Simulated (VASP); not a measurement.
Band structure of Li₂Se (antifluorite). Level of theory: PW91 GGA, VASP's PBE PAW potentials (set 64) (plane waves; VASP).

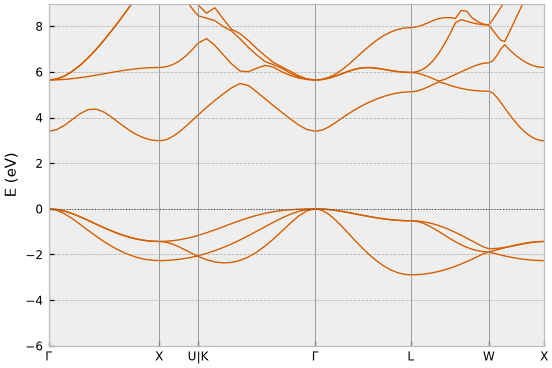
Figure: Bands along high-symmetry lines, zero at the valence-band maximum or, without a gap, the Fermi level

Question: Read the plot: is there a gap, and where are the band edges?

Answer: The gap is indirect, 2.98 eV, from the valence maximum at Γ to the conduction minimum at X. (Edges off the drawn lines would not show.)

The compound is Li2Se in the antifluorite structure. It was relaxed first.
